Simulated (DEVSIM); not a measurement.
System: Pt/SiO2/p-GaAs capacitor, at 350 K.

```csv
layer (left to right),material,thickness (nm),Na (cm⁻³)
1,SiO2,6.00,-
2,GaAs,680,9e17
```

Metal gate on the left, work function 5.6 eV. Fixed charge at the semiconductor interface 0 cm⁻² (in units of +e); no interface traps.

Constants are typed, rounded textbook-type inputs, not results; the design itself was drawn at random and stands for no fabricated device. Values at 300 K; Nc and Nv go as T^1.5, mobilities as T to minus their exponent, the gap by Varshni's rule with the affinity fixed.

| parameter | SiO2 | GaAs |
|---|---|---|
| gap (eV) | 9 | 1.424 |
| affinity (eV) | 0.9 | 4.07 |
| permittivity | 3.9 | 12.9 |
| Nc (cm⁻³) | - | 4.7e17 |
| Nv (cm⁻³) | - | 9e18 |
| Varshni α (eV/K) | - | 0.000541 |
| Varshni β (K) | - | 204 |

Model (solved in DEVSIM): 1D Poisson equation in equilibrium, Boltzmann statistics, complete ionisation; no quantum confinement or tunnelling. Metal contacts follow the ideal Schottky-Mott rule: no Fermi-level pinning, no interface dipoles.

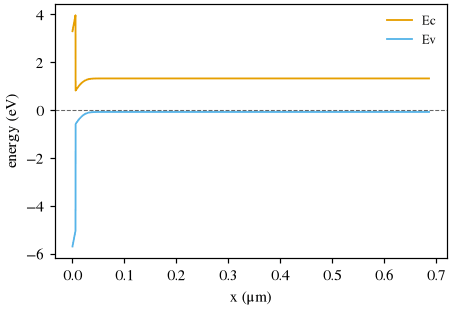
Figure. Band edges at 1.4 V on the gate

Energies count from the Fermi level of the right contact; mesh points crowd at the junctions.

```json
[
 {"x (μm)": "0.000", "Ec (eV)": "3.300", "Ev (eV)": "-5.700", "n (cm⁻³)": "< 1e2", "p (cm⁻³)": "< 1e2", "field (V/cm)": "1100000"},
 {"x (μm)": "0.0009196", "Ec (eV)": "3.406", "Ev (eV)": "-5.594", "n (cm⁻³)": "< 1e2", "p (cm⁻³)": "< 1e2", "field (V/cm)": "1100000"},
 {"x (μm)": "0.002191", "Ec (eV)": "3.552", "Ev (eV)": "-5.448", "n (cm⁻³)": "< 1e2", "p (cm⁻³)": "< 1e2", "field (V/cm)": "1100000"},
 {"x (μm)": "0.003914", "Ec (eV)": "3.749", "Ev (eV)": "-5.251", "n (cm⁻³)": "< 1e2", "p (cm⁻³)": "< 1e2", "field (V/cm)": "1100000"},
 {"x (μm)": "0.005524", "Ec (eV)": "3.934", "Ev (eV)": "-5.066", "n (cm⁻³)": "< 1e2", "p (cm⁻³)": "< 1e2", "field (V/cm)": "1100000"},
 {"x (μm)": "0.006361", "Ec (eV)": "0.830", "Ev (eV)": "-0.571", "n (cm⁻³)": "660000", "p (cm⁻³)": "6.8e10", "field (V/cm)": "340000"},
 {"x (μm)": "0.007638", "Ec (eV)": "0.873", "Ev (eV)": "-0.528", "n (cm⁻³)": "160000", "p (cm⁻³)": "2.8e11", "field (V/cm)": "330000"},
 {"x (μm)": "0.01136", "Ec (eV)": "0.985", "Ev (eV)": "-0.416", "n (cm⁻³)": "3800", "p (cm⁻³)": "1.2e13", "field (V/cm)": "280000"},
 {"x (μm)": "0.01723", "Ec (eV)": "1.128", "Ev (eV)": "-0.273", "n (cm⁻³)": "< 1e2", "p (cm⁻³)": "1.3e15", "field (V/cm)": "210000"},
 {"x (μm)": "0.02838", "Ec (eV)": "1.280", "Ev (eV)": "-0.121", "n (cm⁻³)": "< 1e2", "p (cm⁻³)": "2.1e17", "field (V/cm)": "73000"},
 {"x (μm)": "0.04808", "Ec (eV)": "1.324", "Ev (eV)": "-0.077", "n (cm⁻³)": "< 1e2", "p (cm⁻³)": "8.7e17", "field (V/cm)": "2100"},
 {"x (μm)": "0.1055", "Ec (eV)": "1.325", "Ev (eV)": "-0.076", "n (cm⁻³)": "< 1e2", "p (cm⁻³)": "9.0e17", "field (V/cm)": "≈ 0"},
 {"x (μm)": "0.1960", "Ec (eV)": "1.325", "Ev (eV)": "-0.076", "n (cm⁻³)": "< 1e2", "p (cm⁻³)": "9.0e17", "field (V/cm)": "≈ 0"},
 {"x (μm)": "0.3573", "Ec (eV)": "1.325", "Ev (eV)": "-0.076", "n (cm⁻³)": "< 1e2", "p (cm⁻³)": "9.0e17", "field (V/cm)": "≈ 0"},
 {"x (μm)": "0.5454", "Ec (eV)": "1.325", "Ev (eV)": "-0.076", "n (cm⁻³)": "< 1e2", "p (cm⁻³)": "9.0e17", "field (V/cm)": "≈ 0"},
 {"x (μm)": "0.6100", "Ec (eV)": "1.325", "Ev (eV)": "-0.076", "n (cm⁻³)": "< 1e2", "p (cm⁻³)": "9.0e17", "field (V/cm)": "≈ 0"},
 {"x (μm)": "0.6466", "Ec (eV)": "1.325", "Ev (eV)": "-0.076", "n (cm⁻³)": "< 1e2", "p (cm⁻³)": "9.0e17", "field (V/cm)": "≈ 0"},
 {"x (μm)": "0.6658", "Ec (eV)": "1.325", "Ev (eV)": "-0.076", "n (cm⁻³)": "< 1e2", "p (cm⁻³)": "9.0e17", "field (V/cm)": "≈ 0"},
 {"x (μm)": "0.6780", "Ec (eV)": "1.325", "Ev (eV)": "-0.076", "n (cm⁻³)": "< 1e2", "p (cm⁻³)": "9.0e17", "field (V/cm)": "≈ 0"},
 {"x (μm)": "0.6822", "Ec (eV)": "1.325", "Ev (eV)": "-0.076", "n (cm⁻³)": "< 1e2", "p (cm⁻³)": "9.0e17", "field (V/cm)": "≈ 0"},
 {"x (μm)": "0.6845", "Ec (eV)": "1.325", "Ev (eV)": "-0.076", "n (cm⁻³)": "< 1e2", "p (cm⁻³)": "9.0e17", "field (V/cm)": "≈ 0"},
 {"x (μm)": "0.6860", "Ec (eV)": "1.325", "Ev (eV)": "-0.076", "n (cm⁻³)": "< 1e2", "p (cm⁻³)": "9.0e17", "field (V/cm)": "≈ 0"}
]
```
